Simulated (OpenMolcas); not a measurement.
# Single-point calculation, with input and output: CH5BSi (part 1 of 2)

- system: CH5BSi, SMILES B1C[SiH2]1
- method: SOS-MP2/ANO-RCC-VDZP, RHF, DKH2 (OpenMolcas 26.06)

The geometry: force field.

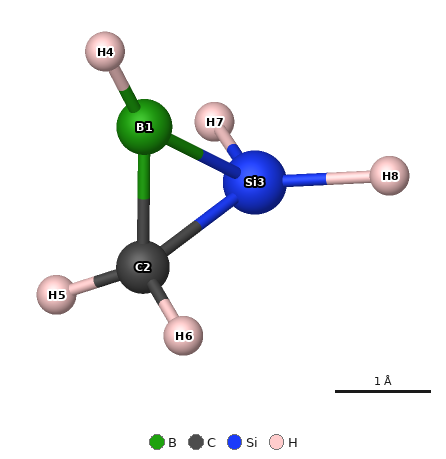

The structure (ball-and-stick view, seen at a tilt; atoms are numbered from 1 in the order of the input).

### Input
```
&GATEWAY
  COORD
  8
  angstrom
  B       -0.893700       0.206700      -0.563500
  C        0.143700       0.788200       0.427900
  Si       0.581000      -0.890400       0.076100
  H       -1.845200       0.411600      -1.225100
  H       -0.246700       0.964600       1.431400
  H        0.810600       1.576300      -0.018300
  H        0.048100      -1.963100       0.905700
  H        1.494400      -1.151100      -1.090000
  BASIS=ANO-RCC-VDZP
  GROUP=NoSym

&SEWARD
  HIGH

&SCF
  THRESHOLDS=1e-07 0.0001 0.0001 0.001
  ITERATIONS=30
  PRORBITALS=1 1

&MBPT2
  SOSMP2
  FROZEN=7
```

Command:
```bash
export MOLCAS_MEM=1860
pymolcas job.input > job.log
```

### Log
```
--- Start Module: gateway ---

                                              &GATEWAY

                       available to each process: 1.9 GB of memory, 1 thread

++    Symmetry information:
      ---------------------

                    Character Table for C1

                             E
                    a        1  x, y, xy, Rz, z, xz, Ry, yz, Rx, I
--

++    Basis set information:
      ----------------------

      Basis set label: B.ANO-RCC...3S2P1D.

      Electronic valence basis set:
      ------------------
      Associated Effective Charge   5.000000 au
      Associated Actual Charge      5.000000 au
      Nuclear Model: Point charge

      Shell  nPrim  nBasis  Cartesian Spherical Contaminant
         s      14       3        X
         p       9       2        X
         d       5       1                 X

      Basis set label: C.ANO-RCC...3S2P1D.

      Electronic valence basis set:
      ------------------
      Associated Effective Charge   6.000000 au
      Associated Actual Charge      6.000000 au
      Nuclear Model: Point charge

      Shell  nPrim  nBasis  Cartesian Spherical Contaminant
         s      14       3        X
         p       9       2        X
         d       4       1                 X

      Basis set label: SI.ANO-RCC...4S3P1D.

      Electronic valence basis set:
      ------------------
      Associated Effective Charge  14.000000 au
      Associated Actual Charge     14.000000 au
      Nuclear Model: Point charge

      Shell  nPrim  nBasis  Cartesian Spherical Contaminant
         s      17       4        X
         p      12       3        X
         d       5       1                 X

      Basis set label: H.ANO-RCC...2S1P.

      Electronic valence basis set:
      ------------------
      Associated Effective Charge   1.000000 au
      Associated Actual Charge      1.000000 au
      Nuclear Model: Point charge

      Shell  nPrim  nBasis  Cartesian Spherical Contaminant
         s       8       2        X
         p       4       1        X
--

++    Molecular structure info:
      -------------------------

                    ************************************************
                    **** Cartesian Coordinates / bohr, angstrom ****
                    ************************************************

     Center  Label                x              y              z                     x              y              z
        1      B1              -1.688848       0.390606      -1.064861             -0.893700       0.206700      -0.563500
        2      C2               0.271554       1.489482       0.808614              0.143700       0.788200       0.427900
        3      SI3              1.097931      -1.682612       0.143808              0.581000      -0.890400       0.076100
        4      H4              -3.486923       0.777811      -2.315103             -1.845200       0.411600      -1.225100
        5      H5              -0.466195       1.822830       2.704954             -0.246700       0.964600       1.431400
        6      H6               1.531812       2.978775      -0.034582              0.810600       1.576300      -0.018300
        7      H7               0.090896      -3.709721       1.711525              0.048100      -1.963100       0.905700
        8      H8               2.824007      -2.175264      -2.059801              1.494400      -1.151100      -1.090000

                    ***************************************
                    *    InterNuclear Distances / bohr    *
                    ***************************************

               1 B1            2 C2            3 SI3           4 H4            5 H5            6 H6
    1 B1       0.000000
    2 C2       2.925852        0.000000
    3 SI3      3.677670        3.344704        0.000000
    4 H4       2.223984        4.938646        5.755068        0.000000
    5 H5       4.213982        2.061917        4.614551        5.951288        0.000000
    6 H6       4.258256        2.125376        4.684934        5.935715        3.582360        0.000000
    7 H7       5.261986        5.280114        2.753367        7.010882        5.648573        7.061240
    8 H8       5.285779        5.307842        2.842172        6.972350        7.036553        5.686422

               7 H7            8 H8
    7 H7       0.000000
    8 H8       4.903811        0.000000

                    *******************************************
                    *    InterNuclear Distances / angstrom    *
                    *******************************************

               1 B1            2 C2            3 SI3           4 H4            5 H5            6 H6
    1 B1       0.000000
    2 C2       1.548294        0.000000
    3 SI3      1.946139        1.769941        0.000000
    4 H4       1.176882        2.613419        3.045451        0.000000
    5 H5       2.229943        1.091119        2.441915        3.149286        0.000000
    6 H6       2.253372        1.124701        2.479160        3.141045        1.895703        0.000000
    7 H7       2.784523        2.794116        1.457019        3.709999        2.989096        3.736648
    8 H8       2.797114        2.808789        1.504012        3.689609        3.723583        3.009125

               7 H7            8 H8
    7 H7       0.000000
    8 H8       2.594985        0.000000

                    **************************************
                    *    Valence Bond Angles / degree    *
                    **************************************
                          Atom centers                 Phi
                      2 C2       1 B1       4 H4       146.75
                      1 B1       2 C2       5 H5       114.20
                      1 B1       2 C2       6 H6       113.98
                      5 H5       2 C2       6 H6       117.63
                      7 H7       3 SI3      8 H8       122.41

           ***************************************************************
           *              Valence Dihedral Angles / degree               *
           ***************************************************************
                    Atom centers                       Phi1     Phi2     Theta
           4 H4       1 B1       2 C2       5 H5        146.75   114.20    73.36
           4 H4       1 B1       2 C2       6 H6        146.75   113.98   -65.78
--

            Nuclear Potential Energy             90.32878939 au

--- Stop Module: gateway /rc=_RC_ALL_IS_WELL_ ---

--- Start Module: seward ---

                                              &SEWARD

                       available to each process: 1.9 GB of memory, 1 thread

               SEWARD will generate:
                  Multipole Moment integrals up to order  2
                  Kinetic Energy integrals
                  Nuclear Attraction integrals (point charge)
                  One-Electron Hamiltonian integrals
                  Velocity integrals
                  Relativistic Douglas-Kroll-Hess integrals:
                    - Parametrization         : EXP
                    - DKH order of Hamiltonian: 2
                    - DKH order of Properties : 0
                         - multipole moment operators
                         - electric potential operators
                         - contact operators
                  Orbital angular momentum around (  0.2834  -0.4499   0.0359 )
                  Velocity quadrupole around (  0.2834  -0.4499   0.0359 )
                  Atomic mean-field integrals
                  Cholesky decomposed two-electron repulsion integrals
                   - CD Threshold:   1.00E-08

                   Integrals are discarded if absolute value <: 1.00E-40
                   Integral cutoff threshold is set to       <: 1.00E-40

            Nuclear Potential Energy             90.32878939 au

      Basis set specifications :
      Symmetry species         a
      Basis functions           71

--- Stop Module: seward /rc=_RC_ALL_IS_WELL_ ---
--- Module seward spent 10 seconds ---

--- Start Module: scf ---

                                                &SCF

                       available to each process: 1.9 GB of memory, 1 thread

++    Input section:
      --------------

      Header of the integral files:

      Cartesian coordinates in angstrom:
      -----------------------------------------------------
      No.  Label        X            Y            Z
      -----------------------------------------------------
       1   B1        -0.89370000   0.20670000  -0.56350000
       2   C2         0.14370000   0.78820000   0.42790000
       3   SI3        0.58100000  -0.89040000   0.07610000
       4   H4        -1.84520000   0.41160000  -1.22510000
       5   H5        -0.24670000   0.96460000   1.43140000
       6   H6         0.81060000   1.57630000  -0.01830000
       7   H7         0.04810000  -1.96310000   0.90570000
       8   H8         1.49440000  -1.15110000  -1.09000000
      -----------------------------------------------------
      Nuclear repulsion energy =   90.32878939
--

++    Orbital specifications:
      -----------------------

      Symmetry species               1
                                     a
      Frozen orbitals                0
      Occupied orbitals             15
      Secondary orbitals            56
      Deleted orbitals               0
      Total number of orbitals      71
      Number of basis functions     71
--

      Molecular charge                           0.000

++    Optimization specifications:
      ----------------------------

      SCF Algorithm: LK-Cholesky
      LK screening threshold:                     4.50E-02
      Local-Exchange (LK) algorithm.
       - the density matrix is decomposed
      The actual AO density is used
      Number of density matrices in core                 5
      Maximum number of NDDO SCF iterations             30
      Maximum number of HF SCF iterations               30
      Threshold for SCF energy change             1.00E-07
      Threshold for density matrix                1.00E-04
      Threshold for Fock matrix                   1.00E-04
      Threshold for linear dependence             1.00E-09
      Threshold at which DIIS is turned on        1.50E-01
      Maximum depth in the DIIS procedure                5
      Maximum depth in the BFGS Hessian update          30
      Threshold at which QNR/C2DIIS is turned on  7.50E-02
      Threshold for Norm(delta) (QNR/C2DIIS)      1.00E-03
      All orbitals punched on: SCFORB
--

      Input vectors read from INPORB
      Orbital file label: *Guess orbitals

++ Convergence information
                                   SCF        iterations: Energy and convergence statistics
```
